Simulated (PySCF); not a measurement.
# C2H8OSi (SMILES CO[SiH2]C): what the fields show

Input file:

```
{"job": {"xc": "PBE0", "basis": "pcSseg-1", "kind": "nmr", "pop": true}, "charge": 0, "multiplicity": 1}
C     -2.094261    -0.488550    -0.094790
O     -0.775097    -0.369545    -0.539606
Si     0.350416     0.651561     0.146851
C      1.938726     0.442033    -0.801471
H     -2.608274    -1.249291    -0.702714
H     -2.655135     0.460228    -0.193389
H     -2.151342    -0.806697     0.963717
H     -0.137958     2.068361     0.080523
H      0.533875     0.303868     1.594425
H      1.799042     0.716708    -1.858155
H      2.729510     1.081523    -0.379011
H      2.279742    -0.603602    -0.759022
```

Run with:

```sh
OMP_NUM_THREADS=1 python ens_run.py task.json out
```

Geometry: PBE0-D3(BJ)/def2-SVP.

All numbers below come from PySCF 2.14.0, PBE0/pcSseg-1, SCF density, gas phase, non-relativistic.

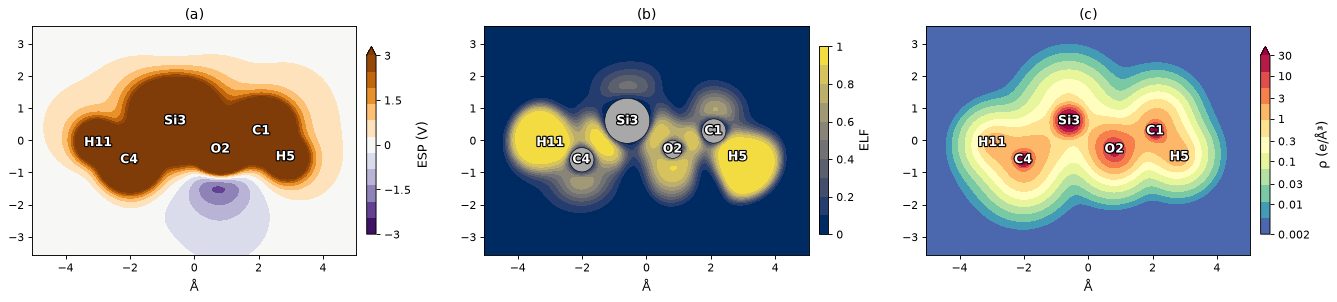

Figure 1. (a) electrostatic potential; (b) ELF; (c) electron density on the plane of atoms C1, O2 and Si3. Grey discs cover the atomic cores in the ELF map.

Read the bonding off the picture.

- The section cuts through C, O, Si and H sites.
- C–O (1.40 Å): the density is about 2.1 e/Å³ at the midpoint, with its minimum of 1.8 e/Å³ about 0.5 Å from C; the ELF peaks at about 0.90 between the atoms, as expected for a shared but strongly polarised pair.
- Si–O (1.67 Å): ρ is about 1.1 e/Å³ halfway; the ELF peaks at about 0.85 between the atoms (a polar covalent bond).
- C–Si (1.86 Å): the density is about 0.98 e/Å³ at the midpoint; the ELF peaks at about 0.95 between the atoms, as expected for localised, covalent bonding.
- C–H (1.10 Å): the density is about 2 e/Å³ at the midpoint; the ELF climbs to about 1 towards the hydrogen, as it does in any bond to H; an ordinary covalent bond to hydrogen.
- The ELF also peaks beside O2, away from the bonds: lone-pair regions.
- Outside the dense part of the molecule the potential is most negative (−2.0 V) near O2.

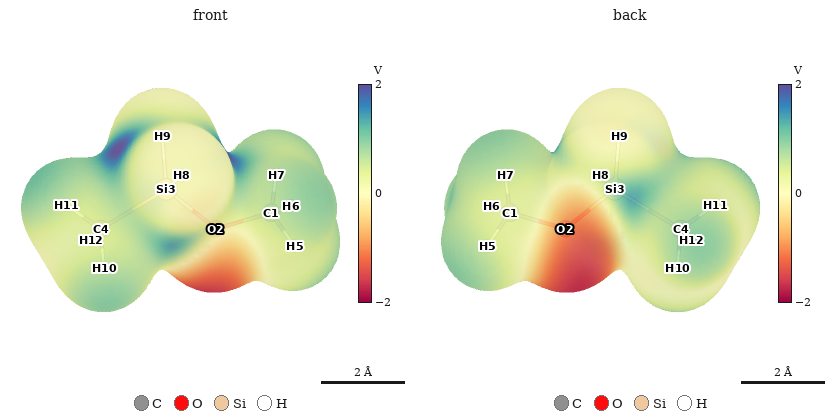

Figure 2. The molecular electrostatic potential painted on the density surface at 0.004 e/bohr³, seen from the front and from behind; red is negative and blue positive.

Which sites attract a positive test charge, and which a negative one?

A positive charge is drawn to the negative regions and a negative charge to the positive ones. The most negative region (about −1.7 V) lies over O2, the most positive (about +1.9 V) over Si3. O2 is the likeliest acceptor of a hydrogen bond.

How polar is the molecule by this calculation?

Its dipole moment is 0.44 D.
